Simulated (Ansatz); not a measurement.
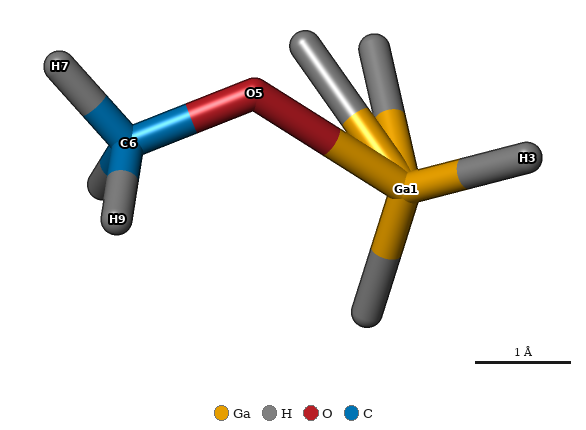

The input geometry (stick view, seen at a tilt; atoms are numbered from 1 in the order of the input). Sticks mark near contacts.

## Run report: CH7GaO, molecular dynamics (part 1 of 3)

The run: molecular dynamics of CH7GaO. Method and program: RKS BLYP/def2-SVP (Ansatz 0.2.0).

It belongs to a series of runs on one base structure; here: dynamics from the highest image of the converged band. Figures and captions count atoms from 1; the log counts them from 0 in places.

**What the program printed**
```
Engine: ansatz 0.2.0, aarch64-unknown-linux-gnu
Functional definition: BLYP
  parameter beta = 0.0042
  parameter a = 0.04918
  parameter b = 0.132
  parameter c = 0.2533
  parameter d = 0.349
  exchange = b88_x(beta = beta)
  correlation = lyp_c(a = a, b = b, c = c, d = d)
1062 factors; their error is unknown
mean field evaluation 1: about -55558.0247 eV, gradient 6.4e1 eV
mean field evaluation 2: about -55475.8356 eV, gradient 1.8e2 eV
mean field evaluation 4: about -55565.5151 eV, gradient 1.5e1 eV
mean field evaluation 8: about -55565.9048 eV, gradient 2.3e-1 eV
mean field evaluation 16: about -55565.8624 eV, gradient 5.3e-5 eV
mean field -55565.86239741 eV, -2042.0077792104 hartree, gradient 5.3e-5 eV, S^2 0.000000; 0 other end points of the search recorded, 0 dependent functions left out
the calculation of the forces begins
reference -55565.86273561 eV, -2042.0077916392 hartree; 26, 26 occupied and 69, 69 virtual orbitals, 1062 factors
md step     0: t =     0.00 fs  T =   100.0 K  F+E_penalty+E_count = -55565.86239741 eV  E_kin = 0.103408 eV  conserved = -55565.75898941 eV  (25 SCF iters)
these checks for a lower state are left out or cut short: starts, cluster_reference, orbital_swaps, neighbouring_geometries, increment
1062 factors; their error is unknown
mean field -55565.86018049 eV, -2042.0076977402 hartree, gradient 8.1e-6 eV, S^2 0.000000; 0 other end points of the search recorded, 0 dependent functions left out
the calculation of the forces begins
reference -55565.86051839 eV, -2042.0077101579 hartree; 26, 26 occupied and 69, 69 virtual orbitals, 1062 factors
md step     1: t =     0.50 fs  T =    97.9 K  F+E_penalty+E_count = -55565.86018049 eV  E_kin = 0.101203 eV  conserved = -55565.75897742 eV  (31 SCF iters)
[... from here on the SCF iterations and repeated set-up lines of each step are left out, up to the last step ...]
md step     2: t =     1.00 fs  T =    91.8 K  F+E_penalty+E_count = -55565.85383867 eV  E_kin = 0.094919 eV  conserved = -55565.75891982 eV  (31 SCF iters)
md step     3: t =     1.50 fs  T =    82.7 K  F+E_penalty+E_count = -55565.84432267 eV  E_kin = 0.085497 eV  conserved = -55565.75882585 eV  (31 SCF iters)
md step     4: t =     2.00 fs  T =    72.0 K  F+E_penalty+E_count = -55565.83314709 eV  E_kin = 0.074433 eV  conserved = -55565.75871384 eV  (30 SCF iters)
md step     5: t =     2.50 fs  T =    61.4 K  F+E_penalty+E_count = -55565.82209817 eV  E_kin = 0.063491 eV  conserved = -55565.75860753 eV  (30 SCF iters)
md step     6: t =     3.00 fs  T =    52.5 K  F+E_penalty+E_count = -55565.81286612 eV  E_kin = 0.054338 eV  conserved = -55565.75852833 eV  (30 SCF iters)
md step     7: t =     3.50 fs  T =    46.6 K  F+E_penalty+E_count = -55565.80670728 eV  E_kin = 0.048217 eV  conserved = -55565.75849034 eV  (30 SCF iters)
md step     8: t =     4.00 fs  T =    44.2 K  F+E_penalty+E_count = -55565.80422656 eV  E_kin = 0.045730 eV  conserved = -55565.75849647 eV  (30 SCF iters)
md step     9: t =     4.50 fs  T =    45.3 K  F+E_penalty+E_count = -55565.80533399 eV  E_kin = 0.046795 eV  conserved = -55565.75853899 eV  (29 SCF iters)
md step    10: t =     5.00 fs  T =    49.1 K  F+E_penalty+E_count = -55565.80936552 eV  E_kin = 0.050763 eV  conserved = -55565.75860292 eV  (30 SCF iters)
md step    11: t =     5.50 fs  T =    54.8 K  F+E_penalty+E_count = -55565.81531230 eV  E_kin = 0.056641 eV  conserved = -55565.75867165 eV  (30 SCF iters)
md step    12: t =     6.00 fs  T =    61.3 K  F+E_penalty+E_count = -55565.82207943 eV  E_kin = 0.063348 eV  conserved = -55565.75873097 eV  (31 SCF iters)
md step    13: t =     6.50 fs  T =    67.6 K  F+E_penalty+E_count = -55565.82870830 eV  E_kin = 0.069936 eV  conserved = -55565.75877234 eV  (30 SCF iters)
md step    14: t =     7.00 fs  T =    73.2 K  F+E_penalty+E_count = -55565.83451866 eV  E_kin = 0.075726 eV  conserved = -55565.75879225 eV  (30 SCF iters)
md step    15: t =     7.50 fs  T =    77.7 K  F+E_penalty+E_count = -55565.83916230 eV  E_kin = 0.080370 eV  conserved = -55565.75879242 eV  (30 SCF iters)
md step    16: t =     8.00 fs  T =    81.1 K  F+E_penalty+E_count = -55565.84259685 eV  E_kin = 0.083818 eV  conserved = -55565.75877847 eV  (26 SCF iters)
md step    17: t =     8.50 fs  T =    83.4 K  F+E_penalty+E_count = -55565.84500500 eV  E_kin = 0.086248 eV  conserved = -55565.75875667 eV  (31 SCF iters)
md step    18: t =     9.00 fs  T =    85.1 K  F+E_penalty+E_count = -55565.84669480 eV  E_kin = 0.087962 eV  conserved = -55565.75873314 eV  (30 SCF iters)
md step    19: t =     9.50 fs  T =    86.4 K  F+E_penalty+E_count = -55565.84800776 eV  E_kin = 0.089296 eV  conserved = -55565.75871181 eV  (30 SCF iters)
md step    20: t =    10.00 fs  T =    87.6 K  F+E_penalty+E_count = -55565.84926072 eV  E_kin = 0.090567 eV  conserved = -55565.75869361 eV  (30 SCF iters)
md step    21: t =    10.50 fs  T =    89.0 K  F+E_penalty+E_count = -55565.85073470 eV  E_kin = 0.092057 eV  conserved = -55565.75867782 eV  (30 SCF iters)
md step    22: t =    11.00 fs  T =    90.9 K  F+E_penalty+E_count = -55565.85270190 eV  E_kin = 0.094044 eV  conserved = -55565.75865816 eV  (30 SCF iters)
md step    23: t =    11.50 fs  T =    93.7 K  F+E_penalty+E_count = -55565.85549210 eV  E_kin = 0.096860 eV  conserved = -55565.75863228 eV  (30 SCF iters)
md step    24: t =    12.00 fs  T =    97.6 K  F+E_penalty+E_count = -55565.85954426 eV  E_kin = 0.100945 eV  conserved = -55565.75859975 eV  (30 SCF iters)
md step    25: t =    12.50 fs  T =   103.3 K  F+E_penalty+E_count = -55565.86542183 eV  E_kin = 0.106861 eV  conserved = -55565.75856121 eV  (30 SCF iters)
md step    26: t =    13.00 fs  T =   111.4 K  F+E_penalty+E_count = -55565.87377021 eV  E_kin = 0.115245 eV  conserved = -55565.75852537 eV  (29 SCF iters)
md step    27: t =    13.50 fs  T =   122.5 K  F+E_penalty+E_count = -55565.88519057 eV  E_kin = 0.126688 eV  conserved = -55565.75850284 eV  (29 SCF iters)
md step    28: t =    14.00 fs  T =   136.9 K  F+E_penalty+E_count = -55565.90007376 eV  E_kin = 0.141570 eV  conserved = -55565.75850405 eV  (30 SCF iters)
md step    29: t =    14.50 fs  T =   154.6 K  F+E_penalty+E_count = -55565.91844038 eV  E_kin = 0.159906 eV  conserved = -55565.75853415 eV  (29 SCF iters)
md step    30: t =    15.00 fs  T =   175.3 K  F+E_penalty+E_count = -55565.93985314 eV  E_kin = 0.181262 eV  conserved = -55565.75859089 eV  (29 SCF iters)
md step    31: t =    15.50 fs  T =   198.0 K  F+E_penalty+E_count = -55565.96344071 eV  E_kin = 0.204774 eV  conserved = -55565.75866644 eV  (29 SCF iters)
md step    32: t =    16.00 fs  T =   221.7 K  F+E_penalty+E_count = -55565.98803022 eV  E_kin = 0.229281 eV  conserved = -55565.75874931 eV  (29 SCF iters)
md step    33: t =    16.50 fs  T =   245.2 K  F+E_penalty+E_count = -55566.01234874 eV  E_kin = 0.253526 eV  conserved = -55565.75882302 eV  (28 SCF iters)
md step    34: t =    17.00 fs  T =   267.3 K  F+E_penalty+E_count = -55566.03525867 eV  E_kin = 0.276383 eV  conserved = -55565.75887559 eV  (26 SCF iters)
md step    35: t =    17.50 fs  T =   287.3 K  F+E_penalty+E_count = -55566.05596043 eV  E_kin = 0.297063 eV  conserved = -55565.75889695 eV  (29 SCF iters)
md step    36: t =    18.00 fs  T =   304.9 K  F+E_penalty+E_count = -55566.07414808 eV  E_kin = 0.315266 eV  conserved = -55565.75888207 eV  (29 SCF iters)
md step    37: t =    18.50 fs  T =   320.3 K  F+E_penalty+E_count = -55566.09008568 eV  E_kin = 0.331253 eV  conserved = -55565.75883228 eV  (29 SCF iters)
md step    38: t =    19.00 fs  T =   334.4 K  F+E_penalty+E_count = -55566.10458464 eV  E_kin = 0.345829 eV  conserved = -55565.75875573 eV  (29 SCF iters)
md step    39: t =    19.50 fs  T =   348.3 K  F+E_penalty+E_count = -55566.11887061 eV  E_kin = 0.360202 eV  conserved = -55565.75866817 eV  (29 SCF iters)
md step    40: t =    20.00 fs  T =   363.4 K  F+E_penalty+E_count = -55566.13434216 eV  E_kin = 0.375754 eV  conserved = -55565.75858805 eV  (29 SCF iters)
md step    41: t =    20.50 fs  T =   380.8 K  F+E_penalty+E_count = -55566.15226903 eV  E_kin = 0.393733 eV  conserved = -55565.75853564 eV  (28 SCF iters)
md step    42: t =    21.00 fs  T =   401.3 K  F+E_penalty+E_count = -55566.17348483 eV  E_kin = 0.414960 eV  conserved = -55565.75852532 eV  (28 SCF iters)
md step    43: t =    21.50 fs  T =   425.1 K  F+E_penalty+E_count = -55566.19816517 eV  E_kin = 0.439603 eV  conserved = -55565.75856192 eV  (29 SCF iters)
md step    44: t =    22.00 fs  T =   451.7 K  F+E_penalty+E_count = -55566.22575852 eV  E_kin = 0.467121 eV  conserved = -55565.75863798 eV  (29 SCF iters)
md step    45: t =    22.50 fs  T =   480.0 K  F+E_penalty+E_count = -55566.25510711 eV  E_kin = 0.496372 eV  conserved = -55565.75873472 eV  (29 SCF iters)
md step    46: t =    23.00 fs  T =   508.6 K  F+E_penalty+E_count = -55566.28473593 eV  E_kin = 0.525907 eV  conserved = -55565.75882875 eV  (29 SCF iters)
md step    47: t =    23.50 fs  T =   536.1 K  F+E_penalty+E_count = -55566.31321777 eV  E_kin = 0.554319 eV  conserved = -55565.75889858 eV  (29 SCF iters)
md step    48: t =    24.00 fs  T =   561.4 K  F+E_penalty+E_count = -55566.33949306 eV  E_kin = 0.580559 eV  conserved = -55565.75893435 eV  (29 SCF iters)
md step    49: t =    24.50 fs  T =   584.2 K  F+E_penalty+E_count = -55566.36302080 eV  E_kin = 0.604081 eV  conserved = -55565.75893935 eV  (29 SCF iters)
md step    50: t =    25.00 fs  T =   604.2 K  F+E_penalty+E_count = -55566.38372403 eV  E_kin = 0.624797 eV  conserved = -55565.75892657 eV  (29 SCF iters)
md step    51: t =    25.50 fs  T =   621.7 K  F+E_penalty+E_count = -55566.40178912 eV  E_kin = 0.642878 eV  conserved = -55565.75891095 eV  (29 SCF iters)
md step    52: t =    26.00 fs  T =   636.8 K  F+E_penalty+E_count = -55566.41744660 eV  E_kin = 0.658546 eV  conserved = -55565.75890023 eV  (26 SCF iters)
md step    53: t =    26.50 fs  T =   649.8 K  F+E_penalty+E_count = -55566.43085349 eV  E_kin = 0.671960 eV  conserved = -55565.75889340 eV  (29 SCF iters)
md step    54: t =    27.00 fs  T =   660.7 K  F+E_penalty+E_count = -55566.44210837 eV  E_kin = 0.683224 eV  conserved = -55565.75888432 eV  (29 SCF iters)
md step    55: t =    27.50 fs  T =   669.7 K  F+E_penalty+E_count = -55566.45134898 eV  E_kin = 0.692481 eV  conserved = -55565.75886830 eV  (29 SCF iters)
md step    56: t =    28.00 fs  T =   676.9 K  F+E_penalty+E_count = -55566.45884202 eV  E_kin = 0.700000 eV  conserved = -55565.75884221 eV  (29 SCF iters)
md step    57: t =    28.50 fs  T =   682.9 K  F+E_penalty+E_count = -55566.46501467 eV  E_kin = 0.706207 eV  conserved = -55565.75880788 eV  (30 SCF iters)
md step    58: t =    29.00 fs  T =   688.2 K  F+E_penalty+E_count = -55566.47040996 eV  E_kin = 0.711637 eV  conserved = -55565.75877317 eV  (29 SCF iters)
md step    59: t =    29.50 fs  T =   693.2 K  F+E_penalty+E_count = -55566.47558795 eV  E_kin = 0.716845 eV  conserved = -55565.75874280 eV  (29 SCF iters)
md step    60: t =    30.00 fs  T =   698.5 K  F+E_penalty+E_count = -55566.48104027 eV  E_kin = 0.722320 eV  conserved = -55565.75871998 eV  (29 SCF iters)
md step    61: t =    30.50 fs  T =   704.4 K  F+E_penalty+E_count = -55566.48713907 eV  E_kin = 0.728434 eV  conserved = -55565.75870538 eV  (29 SCF iters)
md step    62: t =    31.00 fs  T =   711.2 K  F+E_penalty+E_count = -55566.49412841 eV  E_kin = 0.735429 eV  conserved = -55565.75869902 eV  (29 SCF iters)
md step    63: t =    31.50 fs  T =   718.9 K  F+E_penalty+E_count = -55566.50212137 eV  E_kin = 0.743419 eV  conserved = -55565.75870249 eV  (29 SCF iters)
md step    64: t =    32.00 fs  T =   727.5 K  F+E_penalty+E_count = -55566.51105630 eV  E_kin = 0.752332 eV  conserved = -55565.75872466 eV  (29 SCF iters)
md step    65: t =    32.50 fs  T =   736.7 K  F+E_penalty+E_count = -55566.52057739 eV  E_kin = 0.761804 eV  conserved = -55565.75877360 eV  (29 SCF iters)
md step    66: t =    33.00 fs  T =   745.6 K  F+E_penalty+E_count = -55566.52990739 eV  E_kin = 0.771057 eV  conserved = -55565.75885076 eV  (30 SCF iters)
md step    67: t =    33.50 fs  T =   753.2 K  F+E_penalty+E_count = -55566.53782411 eV  E_kin = 0.778877 eV  conserved = -55565.75894744 eV  (29 SCF iters)
md step    68: t =    34.00 fs  T =   758.0 K  F+E_penalty+E_count = -55566.54282676 eV  E_kin = 0.783789 eV  conserved = -55565.75903825 eV  (29 SCF iters)
md step    69: t =    34.50 fs  T =   758.6 K  F+E_penalty+E_count = -55566.54351013 eV  E_kin = 0.784412 eV  conserved = -55565.75909773 eV  (29 SCF iters)
md step    70: t =    35.00 fs  T =   754.2 K  F+E_penalty+E_count = -55566.53898684 eV  E_kin = 0.779882 eV  conserved = -55565.75910451 eV  (27 SCF iters)
md step    71: t =    35.50 fs  T =   744.8 K  F+E_penalty+E_count = -55566.52920455 eV  E_kin = 0.770151 eV  conserved = -55565.75905329 eV  (28 SCF iters)
md step    72: t =    36.00 fs  T =   731.1 K  F+E_penalty+E_count = -55566.51501737 eV  E_kin = 0.756061 eV  conserved = -55565.75895676 eV  (28 SCF iters)
md step    73: t =    36.50 fs  T =   714.8 K  F+E_penalty+E_count = -55566.49799053 eV  E_kin = 0.739152 eV  conserved = -55565.75883841 eV  (28 SCF iters)
md step    74: t =    37.00 fs  T =   697.5 K  F+E_penalty+E_count = -55566.48002511 eV  E_kin = 0.721300 eV  conserved = -55565.75872500 eV  (29 SCF iters)
md step    75: t =    37.50 fs  T =   681.1 K  F+E_penalty+E_count = -55566.46293627 eV  E_kin = 0.704298 eV  conserved = -55565.75863796 eV  (30 SCF iters)
md step    76: t =    38.00 fs  T =   666.8 K  F+E_penalty+E_count = -55566.44812295 eV  E_kin = 0.689537 eV  conserved = -55565.75858626 eV  (30 SCF iters)
md step    77: t =    38.50 fs  T =   655.5 K  F+E_penalty+E_count = -55566.43642237 eV  E_kin = 0.677855 eV  conserved = -55565.75856752 eV  (30 SCF iters)
md step    78: t =    39.00 fs  T =   647.5 K  F+E_penalty+E_count = -55566.42814655 eV  E_kin = 0.669574 eV  conserved = -55565.75857270 eV  (30 SCF iters)
md step    79: t =    39.50 fs  T =   642.7 K  F+E_penalty+E_count = -55566.42322163 eV  E_kin = 0.664628 eV  conserved = -55565.75859319 eV  (30 SCF iters)
md step    80: t =    40.00 fs  T =   640.9 K  F+E_penalty+E_count = -55566.42131929 eV  E_kin = 0.662694 eV  conserved = -55565.75862545 eV  (30 SCF iters)
md step    81: t =    40.50 fs  T =   641.4 K  F+E_penalty+E_count = -55566.42191342 eV  E_kin = 0.663244 eV  conserved = -55565.75866924 eV  (30 SCF iters)
md step    82: t =    41.00 fs  T =   643.6 K  F+E_penalty+E_count = -55566.42428787 eV  E_kin = 0.665565 eV  conserved = -55565.75872274 eV  (30 SCF iters)
md step    83: t =    41.50 fs  T =   646.8 K  F+E_penalty+E_count = -55566.42757700 eV  E_kin = 0.668800 eV  conserved = -55565.75877694 eV  (30 SCF iters)
md step    84: t =    42.00 fs  T =   649.9 K  F+E_penalty+E_count = -55566.43090233 eV  E_kin = 0.672083 eV  conserved = -55565.75881955 eV  (29 SCF iters)
md step    85: t =    42.50 fs  T =   652.5 K  F+E_penalty+E_count = -55566.43356326 eV  E_kin = 0.674721 eV  conserved = -55565.75884199 eV  (30 SCF iters)
md step    86: t =    43.00 fs  T =   654.0 K  F+E_penalty+E_count = -55566.43517551 eV  E_kin = 0.676332 eV  conserved = -55565.75884356 eV  (30 SCF iters)
md step    87: t =    43.50 fs  T =   654.5 K  F+E_penalty+E_count = -55566.43567601 eV  E_kin = 0.676843 eV  conserved = -55565.75883278 eV  (30 SCF iters)
md step    88: t =    44.00 fs  T =   654.1 K  F+E_penalty+E_count = -55566.43519166 eV  E_kin = 0.676369 eV  conserved = -55565.75882293 eV  (28 SCF iters)
md step    89: t =    44.50 fs  T =   652.8 K  F+E_penalty+E_count = -55566.43384963 eV  E_kin = 0.675027 eV  conserved = -55565.75882239 eV  (27 SCF iters)
md step    90: t =    45.00 fs  T =   650.6 K  F+E_penalty+E_count = -55566.43164563 eV  E_kin = 0.672813 eV  conserved = -55565.75883266 eV  (30 SCF iters)
md step    91: t =    45.50 fs  T =   647.5 K  F+E_penalty+E_count = -55566.42843587 eV  E_kin = 0.669593 eV  conserved = -55565.75884242 eV  (29 SCF iters)
md step    92: t =    46.00 fs  T =   643.3 K  F+E_penalty+E_count = -55566.42408621 eV  E_kin = 0.665247 eV  conserved = -55565.75883964 eV  (29 SCF iters)
md step    93: t =    46.50 fs  T =   638.1 K  F+E_penalty+E_count = -55566.41868567 eV  E_kin = 0.659876 eV  conserved = -55565.75880953 eV  (29 SCF iters)
md step    94: t =    47.00 fs  T =   632.4 K  F+E_penalty+E_count = -55566.41274283 eV  E_kin = 0.653993 eV  conserved = -55565.75875023 eV  (30 SCF iters)
md step    95: t =    47.50 fs  T =   627.2 K  F+E_penalty+E_count = -55566.40721090 eV  E_kin = 0.648536 eV  conserved = -55565.75867463 eV  (29 SCF iters)
md step    96: t =    48.00 fs  T =   623.4 K  F+E_penalty+E_count = -55566.40328678 eV  E_kin = 0.644680 eV  conserved = -55565.75860676 eV  (29 SCF iters)
md step    97: t =    48.50 fs  T =   622.3 K  F+E_penalty+E_count = -55566.40203894 eV  E_kin = 0.643469 eV  conserved = -55565.75857033 eV  (29 SCF iters)
md step    98: t =    49.00 fs  T =   624.2 K  F+E_penalty+E_count = -55566.40404039 eV  E_kin = 0.645463 eV  conserved = -55565.75857744 eV  (29 SCF iters)
md step    99: t =    49.50 fs  T =   629.1 K  F+E_penalty+E_count = -55566.40918928 eV  E_kin = 0.650567 eV  conserved = -55565.75862210 eV  (29 SCF iters)
md step   100: t =    50.00 fs  T =   636.4 K  F+E_penalty+E_count = -55566.41679690 eV  E_kin = 0.658111 eV  conserved = -55565.75868640 eV  (29 SCF iters)
md step   101: t =    50.50 fs  T =   645.1 K  F+E_penalty+E_count = -55566.42586225 eV  E_kin = 0.667113 eV  conserved = -55565.75874903 eV  (29 SCF iters)
md step   102: t =    51.00 fs  T =   654.3 K  F+E_penalty+E_count = -55566.43538745 eV  E_kin = 0.676588 eV  conserved = -55565.75879938 eV  (28 SCF iters)
md step   103: t =    51.50 fs  T =   663.1 K  F+E_penalty+E_count = -55566.44458111 eV  E_kin = 0.685749 eV  conserved = -55565.75883220 eV  (29 SCF iters)
md step   104: t =    52.00 fs  T =   671.2 K  F+E_penalty+E_count = -55566.45293277 eV  E_kin = 0.694085 eV  conserved = -55565.75884752 eV  (29 SCF iters)
md step   105: t =    52.50 fs  T =   678.2 K  F+E_penalty+E_count = -55566.46019504 eV  E_kin = 0.701344 eV  conserved = -55565.75885084 eV  (29 SCF iters)
md step   106: t =    53.00 fs  T =   684.2 K  F+E_penalty+E_count = -55566.46633197 eV  E_kin = 0.707490 eV  conserved = -55565.75884182 eV  (29 SCF iters)
md step   107: t =    53.50 fs  T =   689.2 K  F+E_penalty+E_count = -55566.47151245 eV  E_kin = 0.712694 eV  conserved = -55565.75881803 eV  (28 SCF iters)
md step   108: t =    54.00 fs  T =   693.7 K  F+E_penalty+E_count = -55566.47613854 eV  E_kin = 0.717361 eV  conserved = -55565.75877777 eV  (27 SCF iters)
md step   109: t =    54.50 fs  T =   698.3 K  F+E_penalty+E_count = -55566.48086598 eV  E_kin = 0.722141 eV  conserved = -55565.75872466 eV  (28 SCF iters)
md step   110: t =    55.00 fs  T =   703.9 K  F+E_penalty+E_count = -55566.48654306 eV  E_kin = 0.727873 eV  conserved = -55565.75866986 eV  (29 SCF iters)
md step   111: t =    55.50 fs  T =   711.2 K  F+E_penalty+E_count = -55566.49402066 eV  E_kin = 0.735387 eV  conserved = -55565.75863338 eV  (30 SCF iters)
md step   112: t =    56.00 fs  T =   720.7 K  F+E_penalty+E_count = -55566.50385006 eV  E_kin = 0.745216 eV  conserved = -55565.75863361 eV  (30 SCF iters)
```
